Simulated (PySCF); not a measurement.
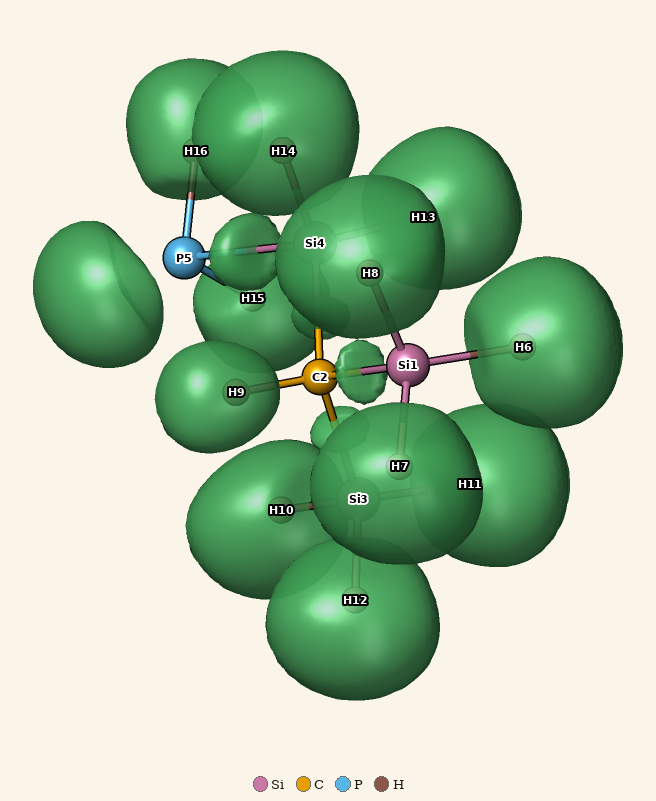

CH₁₁PSi₃ (SMILES [SiH3]C([SiH3])[SiH2]P). Isosurface of the electron localisation function at 0.9 (green), seen at an oblique angle. Core shells and regions of very low density are left out.

Geometry: GFN2-xTB.

The calculation used PySCF 2.14.0, PBE0/pcSseg-1, SCF density, gas phase, non-relativistic.

```json
{"atom": "Si", "x (Å)": "-2.0826", "y (Å)": "-1.0046", "z (Å)": "-0.0410"}
{"atom": "C", "x (Å)": "-0.5370", "y (Å)": "0.0159", "z (Å)": "0.3926"}
{"atom": "Si", "x (Å)": "-0.5747", "y (Å)": "1.7696", "z (Å)": "-0.3536"}
{"atom": "Si", "x (Å)": "1.0700", "y (Å)": "-0.9187", "z (Å)": "-0.0072"}
{"atom": "P", "x (Å)": "2.7822", "y (Å)": "0.2057", "z (Å)": "0.9104"}
{"atom": "H", "x (Å)": "-2.1557", "y (Å)": "-1.2046", "z (Å)": "-1.4883"}
{"atom": "H", "x (Å)": "-3.2824", "y (Å)": "-0.2997", "z (Å)": "0.4178"}
{"atom": "H", "x (Å)": "-2.0129", "y (Å)": "-2.3089", "z (Å)": "0.6222"}
{"atom": "H", "x (Å)": "-0.5477", "y (Å)": "0.1525", "z (Å)": "1.4791"}
{"atom": "H", "x (Å)": "0.5743", "y (Å)": "2.5446", "z (Å)": "0.1237"}
{"atom": "H", "x (Å)": "-0.5257", "y (Å)": "1.6837", "z (Å)": "-1.8158"}
{"atom": "H", "x (Å)": "-1.8066", "y (Å)": "2.4494", "z (Å)": "0.0552"}
{"atom": "H", "x (Å)": "1.2320", "y (Å)": "-1.0928", "z (Å)": "-1.4580"}
{"atom": "H", "x (Å)": "1.0851", "y (Å)": "-2.2564", "z (Å)": "0.6033"}
{"atom": "H", "x (Å)": "3.0365", "y (Å)": "0.9938", "z (Å)": "-0.1951"}
{"atom": "H", "x (Å)": "3.7376", "y (Å)": "-0.7204", "z (Å)": "0.5385"}
```

Question: Where are the electrons localised?

Answer: At this value the surface marks out three regions between bonded C–Si atoms (shared pairs), one region between bonded P–Si atoms (shared pairs), eleven regions around hydrogen nuclei and one lobe on P, pointing away from the bonds (lone pairs). Along the contacts the grid gives the following. C–Si (1.90 Å): the ELF peaks at about 0.95 between the atoms; localised, covalent bonding. Si–P (2.24 Å): the ELF peaks at about 0.95 between the atoms, as expected for a covalent bond.
